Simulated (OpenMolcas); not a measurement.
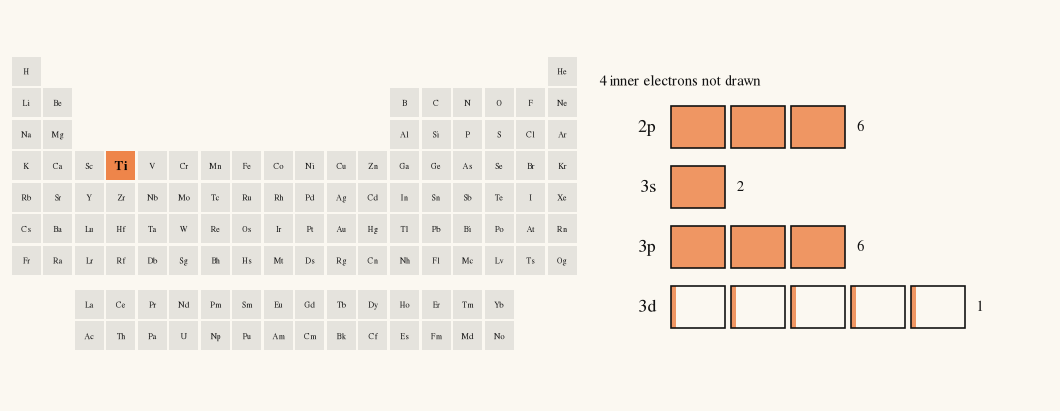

Fig. 1: Left, the place of titanium in the periodic table; right, the outer shells of the leading configuration of the lowest level: a box for each of the 2l + 1 orbitals, shaded by the share of the shell that is filled, with the electron count at the right.

# Run report: Ti³⁺ complex, multiconfigurational calculation

- system: Ti³⁺ with 4 ligands (Br; tetrahedron, 2.57 Å), neutralised by 4 outer point charges of +0.25 e, whose field is part of the energies.
- method: state-averaged CASSCF, active space 1 electron in the shell 3d, basis ANO-RCC-VTZP on the metal and ANO-RCC-VDZP on the ligands, DKH2 scalar Hamiltonian, spin-orbit coupling by RASSI with atomic mean-field integrals (OpenMolcas)

The program's output (extracts):
```
--- SEWARD ---
Basis set label: TI.ANO-RCC...6S5P3D2F1G.

      Electronic valence basis set:
      ------------------
      Associated Effective Charge  22.000000 au
      Associated Actual Charge     22.000000 au
      Nuclear Model: Point charge

      Shell  nPrim  nBasis  Cartesian Spherical Contaminant
         s      21       6        X
         p      15       5        X
         d      10       3                 X
         f       6       2                 X
         g       4       1                 X
                  Relativistic Douglas-Kroll-Hess integrals:
                    - DKH order of Hamiltonian: 2
                    - DKH order of Properties : 0
                  Atomic mean-field integrals
--- RASSCF ---
Wave function specifications:
      -----------------------------

      Number of closed shell electrons         162
      Number of electrons in active shells       1
      Max number of holes in RAS1 space          0
      Max nr of electrons in RAS3 space          0
      Number of inactive orbitals               81
      Number of active orbitals                  5
      Number of secondary orbitals              81
      Spin quantum number                      0.5
      State symmetry                             1
Orbital specifications:
      -----------------------

      Symmetry species                           1
                                                 a
      Frozen orbitals                            0
      Inactive orbitals                         81
      Active orbitals                            5
      RAS1 orbitals                              0
      RAS2 orbitals                              5
      RAS3 orbitals                              0
      Secondary orbitals                        81
      Deleted orbitals                           0
      Number of basis functions                167
      Number of CSFs                             5
      Number of root(s) required                 5
      Iter CI   SX   CI       RASSCF       Energy    max ROT     max BLB   max BLB  Level Ln srch  Step   QN
          iter iter root      energy       change     param      element    value   shift minimum  type update
 Nr of preliminary CI iterations:   1
      Total energies have been shifted. Add               -11000.00 au
        1   1   17    0  -270.02072540    0.00E+00  -1.04E-01*   7 104 1 -1.99E-01*  0.99   0.00    SX    NO
        2   1   17    0  -270.39138398   -3.71E-01* -4.61E-02   52  83 1  5.43E-02*  0.76   0.00    SX    NO
        3   1   16    0  -270.50213201   -1.11E-01* -1.56E-02   52  83 1  3.41E-02*  0.83   0.00    SX    NO
        4   1   15    0  -270.52844051   -2.63E-02*  9.32E-03   52  83 1  2.15E-02*  0.86   0.00    SX    NO
        5   1   14    0  -270.53713273   -8.69E-03*  1.20E-02   52  83 1  1.40E-02*  0.88   2.47    LS   YES
        6   1   14    0  -270.54197297   -4.84E-03*  9.89E-03    9  90 1 -4.67E-03*  0.90   1.14    QN   YES
        7   1   14    0  -270.54297849   -1.01E-03*  8.68E-03   58  88 1 -2.64E-03*  0.89   1.92    LS   YES
        8   1   14    0  -270.54327884   -3.00E-04* -2.07E-03    8 105 1 -5.14E-03*  0.89   1.06    QN   YES
        9   1   13    0  -270.54345981   -1.81E-04* -1.24E-03    9  90 1  1.38E-03*  0.89   1.61    LS   YES
       10   1   12    0  -270.54348995   -3.01E-05* -4.73E-04    6 128 1 -2.29E-03*  0.89   1.01    QN   YES
        ...
       22   1    7    0  -270.54353457    4.15E-08* -1.10E-05    4 105 1 -4.16E-05   0.89   0.07    LS   YES
       23   1    7    0  -270.54353451    5.50E-08* -7.84E-06    4 105 1 -1.03E-04*  0.89  -0.02    LS   YES
       24   1    7    0  -270.54353455   -3.48E-08* -1.90E-05    4 105 1 -5.91E-05   0.89   1.03    QN   YES
       25   1    6    0  -270.54353454    6.92E-09  -5.62E-06    4 105 1  9.25E-06   0.89   0.17    QN   YES
      Convergence after 25 iterations
       26   1    6    0  -270.54353452    2.09E-08* -5.62E-06    4 105 1  9.73E-06   0.89   0.17    QN   YES
      Natural orbitals and occupation numbers for root  1
      sym 1:   0.000000  -0.000000   0.000000   0.000000   1.000000
      Natural orbitals and occupation numbers for root  2
      sym 1:   0.000000   0.000000   1.000000   0.000000  -0.000000
      Natural orbitals and occupation numbers for root  3
      sym 1:   0.000000   1.000000   0.000000  -0.000000  -0.000000
::    RASSCF root number  1 Total energy: -11270.55408546
::    RASSCF root number  2 Total energy: -11270.55408546
::    RASSCF root number  3 Total energy: -11270.53650056
::    RASSCF root number  4 Total energy: -11270.53650056
::    RASSCF root number  5 Total energy: -11270.53650056
--- RASSI ---
SPIN-FREE ENERGIES:
  (Shifted by EMIN (a.u.) =     -11270.5540854608)

 SF State       Relative EMIN(au)   Rel lowest level(eV)    D:o, cm**(-1)

     1             0.0000000000        0.0000000000              0.0000
     2             0.0000000000        0.0000000000              0.0000
     3             0.0175849006        0.4785095229           3859.4396
     4             0.0175849006        0.4785095229           3859.4396
     5             0.0175849006        0.4785095229           3859.4396
     Dipole printing threshold changed to   1.00000000E+00

++ Dipole transition strengths (spin-free states):
   -----------------------------------------------
     for osc. strength at least  1.00000000E+00

  ( Max oscillator strength is only    2.1180116832668152E-004 )
--
Eigenvalues of complex Hamiltonian:
   -----------------------------------
  (Shifted by EMIN (a.u.) =     -11270.5540854608)

 SO State       Relative EMIN(au)   Rel lowest level(eV)    D:o, cm**(-1)

     1            -0.0000205500        0.0000000000              0.0000
     2            -0.0000205500        0.0000000000              0.0000
     3            -0.0000205500        0.0000000001              0.0000
     4            -0.0000205500        0.0000000001              0.0000
     5             0.0174987455        0.4767243151           3845.0409
     6             0.0174987455        0.4767243151           3845.0409
     7             0.0176485282        0.4808001113           3877.9144
     8             0.0176485282        0.4808001113           3877.9144
     9             0.0176485282        0.4808001113           3877.9144
    10             0.0176485282        0.4808001113           3877.9144
Weights of the five most important spin-orbit-free states for each spin-orbit state.

 SO State  Total energy (au)           Spin-free states, spin, and weights
 -------------------------------------------------------------------------------------------------------
    1        -0.000021       2 0.5  0.5467    1 0.5  0.4522    4 0.5  0.0005    5 0.5  0.0004    3 0.5  0.0003
    2        -0.000021       2 0.5  0.5049    1 0.5  0.4939    4 0.5  0.0005    5 0.5  0.0003    3 0.5  0.0003
    3        -0.000021       1 0.5  0.5178    2 0.5  0.4811    3 0.5  0.0005    5 0.5  0.0004    4 0.5  0.0003
    4        -0.000021       1 0.5  0.5338    2 0.5  0.4650    3 0.5  0.0005    5 0.5  0.0004    4 0.5  0.0003
    5         0.017499       5 0.5  0.3333    4 0.5  0.3333    3 0.5  0.3333    2 0.5  0.0000    1 0.5  0.0000
    6         0.017499       5 0.5  0.3333    4 0.5  0.3333    3 0.5  0.3333    2 0.5  0.0000    1 0.5  0.0000
    7         0.017649       5 0.5  0.5776    4 0.5  0.2256    3 0.5  0.1956    2 0.5  0.0010    1 0.5  0.0001
    8         0.017649       5 0.5  0.5776    4 0.5  0.2255    3 0.5  0.1958    2 0.5  0.0010    1 0.5  0.0001
    9         0.017649       3 0.5  0.4701    4 0.5  0.4404    5 0.5  0.0883    1 0.5  0.0010    2 0.5  0.0001
   10         0.017649       3 0.5  0.4702    4 0.5  0.4403    5 0.5  0.0883    1 0.5  0.0010    2 0.5  0.0001
 -------------------------------------------------------------------------------------------------------
```

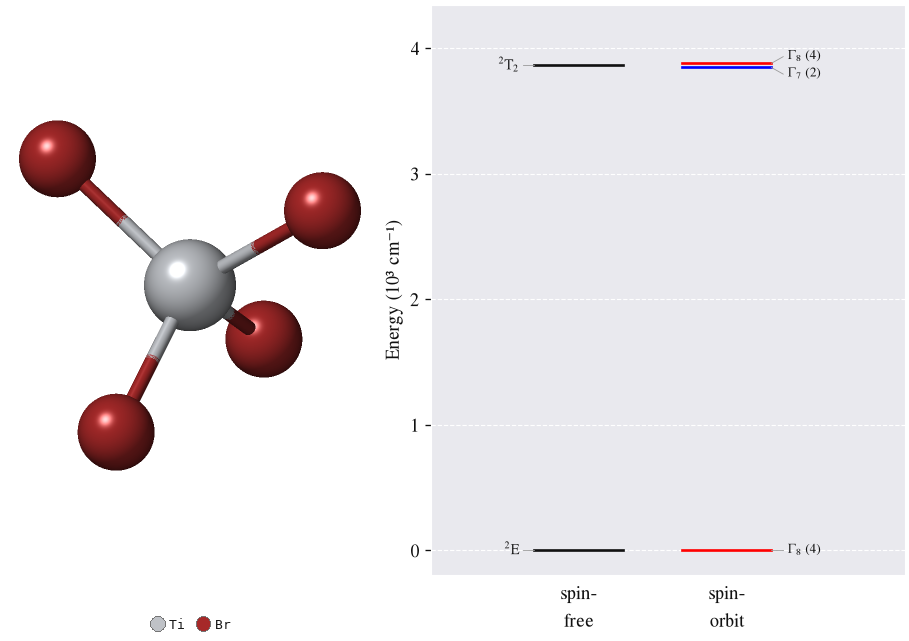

Fig. 2: Ti³⁺ (3d) with 4 ligands, Br⁻, at 2.57 Å (arrangement: tetrahedron, Td), neutralised by outer point charges of +0.25 e, and its levels. Labels give the representation in O, Td, D4 or D3 as the site allows (double group for half-integer spin) where it could be assigned and, in brackets, the degeneracy; spin-free states, where drawn, share the zero of the spin-orbit levels. The ground level is Γ₈, 4-fold degenerate, 100 % from states of spin multiplicity 2. The next level lies at 3,850 cm⁻¹ (Γ₇). The lowest spin-free state is ²E; of the same spin there follows at 3,860 cm⁻¹ (²T₂) above it. A ligand-field fit to the spin-free states gives |10Dq| = 3,860 cm⁻¹. The active orbitals hold 90 to 96 % metal character (Löwdin), and the Mulliken charge of the metal is +1.10.

Input:
```
&GATEWAY
Coord
5

Ti 0.0 0.0 0.0
Br 1.483790 1.483790 1.483790
Br 1.483790 -1.483790 -1.483790
Br -1.483790 1.483790 -1.483790
Br -1.483790 -1.483790 1.483790
Basis=Ti.ANO-RCC-VTZP,Br.ANO-RCC-VDZP
Group=NoSym
NoMove
AngMom=0.0 0.0 0.0
AMFI
RICD
XField
4 Angstrom 0
3.331311 3.331311 3.331311 0.250000
3.331311 -3.331311 -3.331311 0.250000
-3.331311 3.331311 -3.331311 0.250000
-3.331311 -3.331311 3.331311 0.250000
&SEWARD
&RASSCF
FileOrb=start.orb
Symmetry=1
Spin=2
nActEl=1 0 0
Inactive=81
Ras2=5
CIRoot=5 5 1
SDav=5
CIMx=300
Iter=150 100
PrWF=0.3
OrbListing=Nothing
MaxOrb=0
LevShft=1.0
>>> COPY $Project.JobIph JOB001
&RASSI
NrOfJobIphs=1 5
1 2 3 4 5
IphNames
JOB001
EJob
SpinOrbit
DIPRint=1.0
SOCoupling=1000.0
Subsets=2
Property=9
'ANGMOM' 1 'ANGMOM' 2 'ANGMOM' 3 'MLTPL  1' 1 'MLTPL  1' 2 'MLTPL  1' 3
'AMFI' 1 'AMFI' 2 'AMFI' 3
SOProperty=3
'ANGMOM' 1 'ANGMOM' 2 'ANGMOM' 3
```

The file start.orb holds starting orbitals from an earlier step. A driver script formed the levels outside the program, from RASSI's spin-orbit matrix and the active-space energies, averaged over the components of each term or state.

Run as:
```bash
OMP_NUM_THREADS=1 MOLCAS_MEM=2457 MOLCAS_PROJECT=a pymolcas a.inp > a.log  # once for each step of the input, in one work folder
```

Summary:

- outcome: converged
- energy of the lowest spin-free term: −11270.55409 hartree
- energy of the lowest spin-orbit level: −11270.55411 hartree
- largest spread among components of a term: 0.0 cm⁻¹
- hardware: 1 thread of Arm Neoverse V1, 24 GiB of memory available, shared host
- wall time: 82 s
- peak memory: 0.28 GiB

Remarks:

To bear in mind: covalent bonds, ligand orbitals missing from the active space; distances are set from ionic radii, not optimised.
